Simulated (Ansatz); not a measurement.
# C₂H₆AlF₃S: one molecule under many settings

How do the results and run time of C₂H₆AlF₃S respond when the settings are drawn wide?

Computed with Ansatz 0.2.0, Gaussian basis. Level: the settings change from run to run.

## Step 1: The molecule

The geometry comes from an earlier relaxation with PBE0-D4 in a triple-zeta def2 set; it is a stationary point, not always the lowest conformer.

SMILES `C[S+](C)[Al-]([F])([F])[F]`, 13 atoms, charge 0, spin multiplicity 1.

Atoms are counted from 1 here; the program's logs count them from 0.

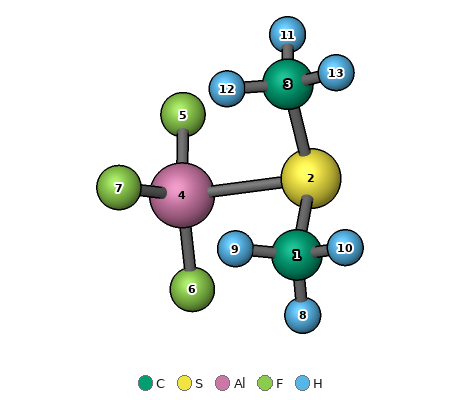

The geometry (carbon teal, sulfur yellow, aluminium pink, fluorine green, hydrogen blue); atoms are numbered from 1 in the order of the file.

## Step 2: PBE0-DH/aug-pcseg-2

Options: charge +1, multiplicity 2, atoms shaken by 0.15 Å, relativity set to scalar.

Contents of in.yaml:

```yaml
crystal:
  periodic: [false, false, false]
  atoms:
    - {symbol: C, position_ang: [-0.544928, -1.685970, -0.346913]}
    - {symbol: S, position_ang: [0.198951, -0.288115, -0.682435]}
    - {symbol: C, position_ang: [1.837309, -0.072569, 0.372847]}
    - {symbol: Al, position_ang: [-1.384297, 1.616153, -0.124935]}
    - {symbol: F, position_ang: [-0.353109, 2.892849, -0.710395]}
    - {symbol: F, position_ang: [-2.241586, 1.372156, -1.022956]}
    - {symbol: F, position_ang: [-1.137390, 1.571009, 1.489051]}
    - {symbol: H, position_ang: [-1.589467, -1.826750, -0.623424]}
    - {symbol: H, position_ang: [-0.765364, -1.286454, 0.936695]}
    - {symbol: H, position_ang: [-0.015644, -2.522986, -0.235449]}
    - {symbol: H, position_ang: [2.070165, 0.669399, -0.390712]}
    - {symbol: H, position_ang: [1.321704, 0.340508, 1.110667]}
    - {symbol: H, position_ang: [2.301976, -0.598088, 0.151128]}
basis:
  gaussian: {orbitals: aug-pcseg-2}
total_charge: 1
magnetization: {spin_polarized: true, initial_magnetization: 1}
hamiltonian: {xc: {name: PBE0-DH}, pseudopotentials: {relativity: scalar}}
```

Command:

```
ansatz run in.yaml --threads 4 --pin off --events-out ev --progress --plain --max-ram 11315MiB
```

Output:

```text
Functional definition: PBE0-DH
  name "PBE0-DH"
  cite "Brémond & Adamo, J. Chem. Phys. 135, 024106 (2011) doi:10.1063/1.3604569"
  cite "Perdew, Burke & Ernzerhof, Phys. Rev. Lett. 77, 3865 (1996) doi:10.1103/PhysRevLett.77.3865"
  parameter a = 1/2
  parameter c = 1/8
  exchange = (1 - a)*pbe_x + a*exact_x
  correlation = (1 - c)*pbe_c + c*(mp2_os + mp2_ss)
2924 factors; integrals over basis functions are off by at most 1.0e-3 eV
mean field evaluation 1: about -27749.0265 eV, gradient 7.3e1 eV
mean field evaluation 2: about -27749.1851 eV, gradient 7.3e1 eV
mean field evaluation 4: about -27763.6259 eV, gradient 2.7e1 eV
mean field evaluation 8: about -27766.1775 eV, gradient 8.5e-1 eV
mean field evaluation 16: about -27766.1909 eV, gradient 1.3e-2 eV
mean field evaluation 32: about -27748.8821 eV, gradient 6.4e1 eV
mean field -27766.19093329 eV, -1020.3886961981 hartree, gradient 5.7e-6 eV, S^2 0.760037; 2 other end points of the search recorded, 0 dependent functions left out
15 core orbitals not correlated: weight in the atoms' cores, before any rotation towards them, 0.996 or more for the frozen orbitals, at most 0.003 for the correlated occupied ones
reference -27766.19096704 eV, -1020.3886974387 hartree; 22, 21 occupied and 431, 432 virtual orbitals, 2924 factors
second order -43.26589007 eV of doubles, -0.00000000 eV of singles
Total energy: -27771.59920330 eV, -1020.5874464554 hartree
Relativity: scalar
```

Wall time 44 s (4 threads of Intel Xeon 6975P-C, shared host); peak memory 4.4 GiB.

⟨S²⟩ 0.760.

## Step 3: wB97/6-31G

Options: unrestricted orbitals, finite nuclei, high accuracy, the search for lower states set to full.

Contents of in.yaml:

```yaml
crystal:
  periodic: [false, false, false]
  atoms:
    - {symbol: C, position_ang: [-0.628048, -1.559469, -0.120996]}
    - {symbol: S, position_ang: [0.256113, -0.219515, -0.932726]}
    - {symbol: C, position_ang: [1.675548, -0.016386, 0.153620]}
    - {symbol: Al, position_ang: [-1.058208, 1.611566, -0.150601]}
    - {symbol: F, position_ang: [-0.131184, 2.897468, -0.619312]}
    - {symbol: F, position_ang: [-2.495708, 1.336009, -0.918440]}
    - {symbol: F, position_ang: [-1.032271, 1.261794, 1.474506]}
    - {symbol: H, position_ang: [-1.573051, -1.677508, -0.650713]}
    - {symbol: H, position_ang: [-0.819798, -1.303024, 0.920336]}
    - {symbol: H, position_ang: [-0.045153, -2.476302, -0.200767]}
    - {symbol: H, position_ang: [2.213795, 0.864297, -0.196006]}
    - {symbol: H, position_ang: [1.341557, 0.140007, 1.178775]}
    - {symbol: H, position_ang: [2.316708, -0.893737, 0.077125]}
basis:
  gaussian: {orbitals: 6-31G, nuclear_model: gaussian}
magnetization: {spin_polarized: true, initial_magnetization: 0}
hamiltonian: {xc: {name: wB97}}
accuracy: high
scf: {lower_state_search: full}
```

Launched as before.

Output (excerpt; [...] marks lines left out):

```text
Functional definition: wB97
  name "wB97"
  cite "Chai & Head-Gordon, J. Chem. Phys. 128, 084106 (2008) doi:10.1063/1.2834918"
  cite "Becke, J. Chem. Phys. 107, 8554 (1997) doi:10.1063/1.475007"
[...]
  # The coefficients of nought are those of the uniform gas.
[...]
      + integral(e_c_pw_opposite_spin*poly(b97_u_opposite, 1, cos1, cos2, cos3, cos4))
2070 factors; integrals over basis functions are off by at most 4.2e-9 eV
672 factors; integrals over basis functions are off by at most 2.1e-9 eV
[...]
mean field -27754.82869948 eV, -1019.9711418072 hartree, gradient 7.2e-8 eV, S^2 0.000000; 0 other end points of the search recorded, 0 dependent functions left out
reference -27754.82869826 eV, -1019.9711417625 hartree; 37, 37 occupied and 46, 46 virtual orbitals, 2070 factors
Total energy: -27754.82869826 eV, -1019.9711417625 hartree
```

Run time: 11 s. Hardware: 4 threads of Intel Xeon 6975P-C, shared host; peak memory 1.1 GiB.

⟨S²⟩ 0.000.

## Step 4: r2SCAN50/6-31G*

Set apart from the defaults: D3(BJ) with three-body dispersion, high accuracy.

in.yaml: that of step 3 with these lines changed.

```diff
@@ -17,6 +17,5 @@
 basis:
-  gaussian: {orbitals: 6-31G, nuclear_model: gaussian}
-magnetization: {spin_polarized: true, initial_magnetization: 0}
-hamiltonian: {xc: {name: wB97}}
+  gaussian: {orbitals: "6-31G*"}
+hamiltonian: {xc: {name: r2SCAN50}, dispersion: d3bjatm}
 accuracy: high
-scf: {lower_state_search: full}
+output: {forces: true}
```

Same command.

Output (excerpt; [...] marks lines left out):

```text
Functional definition: r2SCAN50
  name "r2SCAN50"
  cite "Bursch, Neugebauer, Ehlert & Grimme, J. Chem. Phys. 156, 134105 (2022) doi:10.1063/5.0086040"
  cite "Furness, Kaplan, Ning, Perdew & Sun, J. Phys. Chem. Lett. 11, 8208 (2020) doi:10.1021/acs.jpclett.0c02405"
  cite "Furness, Kaplan, Ning, Perdew & Sun, J. Phys. Chem. Lett. 11, 9248 (2020) doi:10.1021/acs.jpclett.0c03077"
  parent r2scan
[...]
2804 factors; integrals over basis functions are off by at most 8.6e-9 eV
[...]
mean field -27752.23489789 eV, -1019.8758213569 hartree, gradient 2.7e-8 eV, S^2 0.000000; 0 other end points of the search recorded, 0 dependent functions left out
[...]
reference -27752.23489855 eV, -1019.8758213813 hartree; 37, 37 occupied and 88, 88 virtual orbitals, 2804 factors
Total energy: -27752.35418347 eV, -1019.8802050213 hartree
[...]
Atom 3 at    -1.058208     1.611566    -0.150601 Å, force    -0.079375     0.112543     0.045618 eV/Å
Atom 4 at    -0.131184     2.897468    -0.619312 Å, force    -0.195211    -0.302357     0.099096 eV/Å
Atom 5 at    -2.495708     1.336009    -0.918440 Å, force     0.329388     0.046950     0.165884 eV/Å
Atom 6 at    -1.032271     1.261794     1.474506 Å, force     0.063067    -0.020421    -0.389857 eV/Å
Atom 7 at    -1.573051    -1.677508    -0.650713 Å, force     0.185109     0.002995     0.140323 eV/Å
Atom 8 at    -0.819798    -1.303024     0.920336 Å, force     0.030475    -0.029102    -0.210782 eV/Å
Atom 9 at    -0.045153    -2.476302    -0.200767 Å, force    -0.153536     0.176523     0.042248 eV/Å
Atom 10 at     2.213795     0.864297    -0.196006 Å, force    -0.093438    -0.183907     0.106775 eV/Å
Atom 11 at     1.341557     0.140007     1.178775 Å, force     0.049892    -0.015420    -0.208318 eV/Å
Atom 12 at     2.316708    -0.893737     0.077125 Å, force    -0.112957     0.203351     0.048160 eV/Å
Dipole moment:     0.695018    -1.050586     0.045789 e Å
```

It took 7.5 s on 4 threads of Intel Xeon 6975P-C, shared host; peak memory 0.77 GiB.

Largest force 0.395 eV/Å, dipole 6.05 D.

## Step 5: wB97X-V/6-31G

in.yaml: that of step 4 with these lines changed.

```diff
@@ -17,5 +17,3 @@
 basis:
-  gaussian: {orbitals: "6-31G*"}
-hamiltonian: {xc: {name: r2SCAN50}, dispersion: d3bjatm}
-accuracy: high
-output: {forces: true}
+  gaussian: {orbitals: 6-31G}
+hamiltonian: {xc: {name: wB97X-V}}
```

Same command.

Output (excerpt; [...] marks lines left out):

```text
Functional definition: wB97X-V
  name "wB97X-V"
  cite "Mardirossian & Head-Gordon, Phys. Chem. Chem. Phys. 16, 9904 (2014) doi:10.1039/C3CP54374A"
  cite "Becke, J. Chem. Phys. 107, 8554 (1997) doi:10.1063/1.475007"
  cite "Vydrov & Van Voorhis, J. Chem. Phys. 133, 244103 (2010) doi:10.1063/1.3521275"
[...]
      + integral(e_c_pw_opposite_spin*poly(b97_u_opposite, cos0, cos1)) + vv10(b, c)
960 factors; integrals over basis functions are off by at most 1.9e-4 eV
378 factors; integrals over basis functions are off by at most 3.3e-6 eV
[...]
mean field -27750.61484440 eV, -1019.8162854892 hartree, gradient 3.1e-5 eV, S^2 0.000000; 0 other end points of the search recorded, 0 dependent functions left out
reference -27750.61484202 eV, -1019.8162854018 hartree; 37, 37 occupied and 46, 46 virtual orbitals, 960 factors
Total energy: -27750.61484202 eV, -1019.8162854018 hartree
```

It took 2.9 s on 4 threads of Intel Xeon 6975P-C, shared host; peak memory 0.32 GiB.

## Step 6: LC-wPBE/aug-cc-pVTZ

This run has finite nuclei.

in.yaml: that of step 5 with these lines changed.

```diff
@@ -17,3 +17,4 @@
 basis:
-  gaussian: {orbitals: 6-31G}
-hamiltonian: {xc: {name: wB97X-V}}
+  gaussian: {orbitals: aug-cc-pVTZ, nuclear_model: gaussian}
+hamiltonian: {xc: {name: LC-wPBE}}
+output: {forces: true}
```

Same command.

Output (excerpt; [...] marks lines left out):

```text
Functional definition: LC-wPBE
  name "LC-wPBE"
  cite "Vydrov & Scuseria, J. Chem. Phys. 125, 234109 (2006) doi:10.1063/1.2409292"
  cite "Heyd & Scuseria, J. Chem. Phys. 120, 7274 (2004) doi:10.1063/1.1668634"
  cite "Ernzerhof & Perdew, J. Chem. Phys. 109, 3313 (1998) doi:10.1063/1.476928"
  cite "Perdew, Burke & Ernzerhof, Phys. Rev. Lett. 77, 3865 (1996) doi:10.1103/PhysRevLett.77.3865"
  parent pbe
[...]
2085 factors; their error is unknown
946 factors; integrals over basis functions are off by at most 3.8e-5 eV
[...]
mean field -27756.14448394 eV, -1020.0194959942 hartree, gradient 8.3e-5 eV, S^2 0.000000; 0 other end points of the search recorded, 0 dependent functions left out
[...]
reference -27756.14448395 eV, -1020.0194959946 hartree; 37, 37 occupied and 431, 431 virtual orbitals, 2085 factors
Total energy: -27756.14448395 eV, -1020.0194959946 hartree
[...]
Atom 3 at    -1.058208     1.611566    -0.150601 Å, force     0.130282    -0.177828    -0.097423 eV/Å
Atom 4 at    -0.131184     2.897468    -0.619312 Å, force     0.201299     0.295749    -0.102230 eV/Å
Atom 5 at    -2.495708     1.336009    -0.918440 Å, force    -0.327545    -0.054159    -0.168901 eV/Å
Atom 6 at    -1.032271     1.261794     1.474506 Å, force     0.002597    -0.069157     0.342876 eV/Å
Atom 7 at    -1.573051    -1.677508    -0.650713 Å, force     0.062225    -0.004593     0.048256 eV/Å
Atom 8 at    -0.819798    -1.303024     0.920336 Å, force     0.017786    -0.022143    -0.071464 eV/Å
Atom 9 at    -0.045153    -2.476302    -0.200767 Å, force    -0.050005     0.065951     0.012958 eV/Å
Atom 10 at     2.213795     0.864297    -0.196006 Å, force    -0.025723    -0.064466     0.037600 eV/Å
Atom 11 at     1.341557     0.140007     1.178775 Å, force     0.025224    -0.016441    -0.070665 eV/Å
Atom 12 at     2.316708    -0.893737     0.077125 Å, force    -0.044431     0.069338     0.014237 eV/Å
Dipole moment:     0.697508    -1.051280     0.029786 e Å
```

Wall time 9 s (4 threads of Intel Xeon 6975P-C, shared host); peak memory 2.2 GiB.

Largest force 0.372 eV/Å, dipole 6.06 D.

## Step 7: B2PLYP/def2-mTZVPP

Options: a grid of angular degree 47.

in.yaml: that of step 6 with these lines changed.

```diff
@@ -17,4 +17,4 @@
 basis:
-  gaussian: {orbitals: aug-cc-pVTZ, nuclear_model: gaussian}
-hamiltonian: {xc: {name: LC-wPBE}}
+  gaussian: {orbitals: def2-mTZVPP, final_grid: {core_spheres: 20, valence_spheres: 16, degree: 47}}
+hamiltonian: {xc: {name: B2PLYP}}
 output: {forces: true}
```

Same command.

Output (excerpt; [...] marks lines left out):

```text
Functional definition: B2PLYP
  name "B2PLYP"
  cite "Grimme, J. Chem. Phys. 124, 034108 (2006) doi:10.1063/1.2148954"
  cite "Becke, Phys. Rev. A 38, 3098 (1988) doi:10.1103/PhysRevA.38.3098"
  cite "Lee, Yang & Parr, Phys. Rev. B 37, 785 (1988) doi:10.1103/PhysRevB.37.785"
[...]
1704 factors; integrals over basis functions are off by at most 1.1e-3 eV
[...]
mean field -27741.96839905 eV, -1019.4985344834 hartree, gradient 5.9e-6 eV, S^2 0.000000; 0 other end points of the search recorded, 0 dependent functions left out
15 core orbitals not correlated: weight in the atoms' cores, before any rotation towards them, 1.000 or more for the frozen orbitals, at most 0.000 for the correlated occupied ones
reference -27741.96857574 eV, -1019.4985409767 hartree; 22, 22 occupied and 152, 152 virtual orbitals, 1704 factors
second order -38.32228156 eV of doubles, -0.00000000 eV of singles
[...]
Atom 3 at    -1.058208     1.611566    -0.150601 Å, force     0.027381    -0.035692    -0.031656 eV/Å
Atom 4 at    -0.131184     2.897468    -0.619312 Å, force     0.207809     0.298975    -0.104897 eV/Å
Atom 5 at    -2.495708     1.336009    -0.918440 Å, force    -0.332596    -0.058474    -0.173218 eV/Å
Atom 6 at    -1.032271     1.261794     1.474506 Å, force    -0.002003    -0.061681     0.339527 eV/Å
Atom 7 at    -1.573051    -1.677508    -0.650713 Å, force     0.055701    -0.009755     0.042390 eV/Å
Atom 8 at    -0.819798    -1.303024     0.920336 Å, force     0.017163    -0.036832    -0.062250 eV/Å
Atom 9 at    -0.045153    -2.476302    -0.200767 Å, force    -0.041957     0.052831     0.016578 eV/Å
Atom 10 at     2.213795     0.864297    -0.196006 Å, force    -0.017854    -0.060032     0.033609 eV/Å
Atom 11 at     1.341557     0.140007     1.178775 Å, force     0.037493    -0.022845    -0.059841 eV/Å
Atom 12 at     2.316708    -0.893737     0.077125 Å, force    -0.035958     0.056521     0.017876 eV/Å
Dipole moment:     0.692477    -1.042898     0.024815 e Å
```

Wall time 9.5 s (4 threads of Intel Xeon 6975P-C, shared host); peak memory 0.71 GiB.

Largest force 0.671 eV/Å, dipole 6.01 D.

## Step 8: B2PLYP/def2-SVP

This run has relativity set to scalar, high accuracy, the search for lower states set to full.

in.yaml: that of step 7 with these lines changed.

```diff
@@ -17,4 +17,5 @@
 basis:
-  gaussian: {orbitals: def2-mTZVPP, final_grid: {core_spheres: 20, valence_spheres: 16, degree: 47}}
-hamiltonian: {xc: {name: B2PLYP}}
-output: {forces: true}
+  gaussian: {orbitals: def2-SVP}
+hamiltonian: {xc: {name: B2PLYP}, pseudopotentials: {relativity: scalar}}
+accuracy: high
+scf: {lower_state_search: full}
```

The command is unchanged.

Output (excerpt; [...] marks lines left out):

```text
Functional definition: B2PLYP
  name "B2PLYP"
  cite "Grimme, J. Chem. Phys. 124, 034108 (2006) doi:10.1063/1.2148954"
  cite "Becke, Phys. Rev. A 38, 3098 (1988) doi:10.1103/PhysRevA.38.3098"
  cite "Lee, Yang & Parr, Phys. Rev. B 37, 785 (1988) doi:10.1103/PhysRevB.37.785"
[...]
3117 factors; integrals over basis functions are off by at most 6.9e-9 eV
[...]
mean field -27767.87346841 eV, -1020.4505282234 hartree, gradient 1.6e-8 eV, S^2 0.000000; 0 other end points of the search recorded, 0 dependent functions left out
15 core orbitals not correlated: weight in the atoms' cores, before any rotation towards them, 1.000 or more for the frozen orbitals, at most 0.000 for the correlated occupied ones
reference -27767.87349836 eV, -1020.4505293239 hartree; 22, 22 occupied and 99, 99 virtual orbitals, 3117 factors
second order -34.36561669 eV of doubles, -0.00000000 eV of singles
Total energy: -27777.15221486 eV, -1020.7915158662 hartree
Relativity: scalar
```

Wall time 4.8 s (4 threads of Intel Xeon 6975P-C, shared host); peak memory 0.75 GiB.

## Step 9: B3LYP5/cc-pVDZ

Options: charge -1, multiplicity 2, a point charge of -1.00 e beside it.

in.yaml: that of step 8 with these lines changed.

```diff
@@ -17,5 +17,5 @@
 basis:
-  gaussian: {orbitals: def2-SVP}
-hamiltonian: {xc: {name: B2PLYP}, pseudopotentials: {relativity: scalar}}
-accuracy: high
-scf: {lower_state_search: full}
+  gaussian: {orbitals: cc-pVDZ, point_charges: [{charge: -1.00, position_ang: [4.902, -0.722, 0.564]}]}
+total_charge: -1
+magnetization: {spin_polarized: true, initial_magnetization: 1}
+hamiltonian: {xc: {name: B3LYP5}}
```

Same command.

Output (excerpt; [...] marks lines left out):

```text
Functional definition: B3LYP5
  name "B3LYP5"
  cite "Stephens, Devlin, Chabalowski & Frisch, J. Phys. Chem. 98, 11623 (1994) doi:10.1021/j100096a001"
  cite "Becke, Phys. Rev. A 38, 3098 (1988) doi:10.1103/PhysRevA.38.3098"
  cite "Lee, Yang & Parr, Phys. Rev. B 37, 785 (1988) doi:10.1103/PhysRevB.37.785"
  cite "Vosko, Wilk & Nusair, Can. J. Phys. 58, 1200 (1980) doi:10.1139/p80-159"
[...]
1278 factors; integrals over basis functions are off by at most 9.2e-4 eV
[...]
mean field -27751.27409350 eV, -1019.8405124471 hartree, gradient 2.7e-5 eV, S^2 0.750918; 5 other end points of the search recorded, 0 dependent functions left out
reference -27751.27439460 eV, -1019.8405235123 hartree; 38, 37 occupied and 98, 99 virtual orbitals, 1278 factors
Total energy: -27751.27439460 eV, -1019.8405235123 hartree
```

It took 5.5 s on 4 threads of Intel Xeon 6975P-C, shared host; peak memory 0.58 GiB.

⟨S²⟩ 0.751.

## Step 10: PBEsol/cc-pVTZ-DK

This run has multiplicity 3, atoms shaken by 0.08 Å, D3(BJ) dispersion.

Contents of in.yaml:

```yaml
crystal:
  periodic: [false, false, false]
  atoms:
    - {symbol: C, position_ang: [-0.644594, -1.494406, -0.087188]}
    - {symbol: S, position_ang: [0.441561, -0.208731, -0.817716]}
    - {symbol: C, position_ang: [1.699445, -0.134432, 0.085024]}
    - {symbol: Al, position_ang: [-0.889711, 1.531764, -0.146977]}
    - {symbol: F, position_ang: [-0.054495, 2.834599, -0.602118]}
    - {symbol: F, position_ang: [-2.390942, 1.481972, -0.870741]}
    - {symbol: F, position_ang: [-1.195813, 1.102266, 1.443081]}
    - {symbol: H, position_ang: [-1.556016, -1.646377, -0.703146]}
    - {symbol: H, position_ang: [-0.876544, -1.346740, 0.775439]}
    - {symbol: H, position_ang: [-0.104255, -2.569874, -0.090178]}
    - {symbol: H, position_ang: [2.162470, 0.890900, -0.219430]}
    - {symbol: H, position_ang: [1.375875, 0.152194, 1.215390]}
    - {symbol: H, position_ang: [2.385509, -0.737551, 0.161844]}
basis:
  gaussian: {orbitals: cc-pVTZ-DK}
magnetization: {spin_polarized: true, initial_magnetization: 2}
hamiltonian: {xc: {name: PBEsol}, dispersion: d3bj}
```

The command is unchanged.

Output (excerpt; [...] marks lines left out):

```text
Functional definition: PBEsol
  name "PBEsol"
  cite "Perdew et al., Phys. Rev. Lett. 100, 136406 (2008) doi:10.1103/PhysRevLett.100.136406"
  cite "Perdew, Burke & Ernzerhof, Phys. Rev. Lett. 77, 3865 (1996) doi:10.1103/PhysRevLett.77.3865"
  parent pbesol
[...]
1668 factors; their error is unknown
[...]
mean field -27723.57233198 eV, -1018.8224914880 hartree, gradient 1.3e-5 eV, S^2 2.003305; 8 other end points of the search recorded, 0 dependent functions left out
reference -27723.57238834 eV, -1018.8224935594 hartree; 38, 36 occupied and 264, 266 virtual orbitals, 1668 factors
Total energy: -27723.70717477 eV, -1018.8274468692 hartree
Relativity: scalar
```

Run time: 14 s. Hardware: 4 threads of Intel Xeon 6975P-C, shared host; peak memory 0.84 GiB.

⟨S²⟩ 2.003.

## Step 11: All runs side by side

| level | charge | multiplicity | geometry | functions | energy (eV) | time |
| --- | --- | --- | --- | --- | --- | --- |
| PBE0-DH/aug-pcseg-2 | 1 | 2 | shaken | 468 | -27771.599 | 44 s |
| wB97/6-31G | 0 | 1 | relaxed | 83 | -27754.829 | 11 s |
| r2SCAN50/6-31G* | 0 | 1 | relaxed | 125 | -27752.354 | 7.5 s |
| wB97X-V/6-31G | 0 | 1 | relaxed | 83 | -27750.615 | 2.9 s |
| LC-wPBE/aug-cc-pVTZ | 0 | 1 | relaxed | 468 | -27756.144 | 9 s |
| B2PLYP/def2-mTZVPP | 0 | 1 | relaxed | 189 | -27752.316 | 9.5 s |
| B2PLYP/def2-SVP | 0 | 1 | relaxed | 136 | -27777.152 | 4.8 s |
| B3LYP5/cc-pVDZ | -1 | 2 | relaxed, point charge | 136 | -27751.274 | 5.5 s |
| PBEsol/cc-pVTZ-DK | 0 | 3 | shaken | 302 | -27723.707 | 14 s |

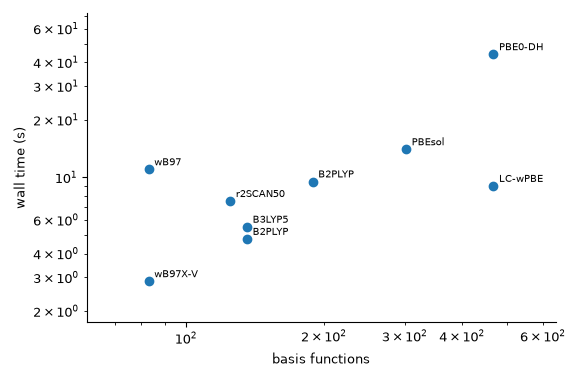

Wall time against the number of basis functions (shared host).

## Step 12: What came out

```
                                         quantity                      value
                                             runs                          9
                                         quickest       wB97X-V/6-31G, 2.9 s
                                          slowest  PBE0-DH/aug-pcseg-2, 44 s
spread of total energies, same state and geometry                    26.5 eV
                  dipole, same state and geometry             6.01 to 6.06 D
```

In words: Run time spans a factor of 15, from wB97X-V/6-31G to PBE0-DH/aug-pcseg-2. The jobs differ in tasks and options as well as level. Total energies at one charge and spin differ by 27 eV between levels, so only differences within one level mean anything. Some of these runs are scalar-relativistic and others not, which shifts the totals of all-electron atoms past neon by several eV an atom and more; core potentials, where a basis has them, take the core out of the total altogether. At the PBE0-D4/def2-TZVP geometry and in the same state, the sound runs without point charges leave forces up to 0.67 eV/Å (B2PLYP/def2-mTZVPP). At that geometry and state the dipole changes by 1 % between the lowest and highest value.
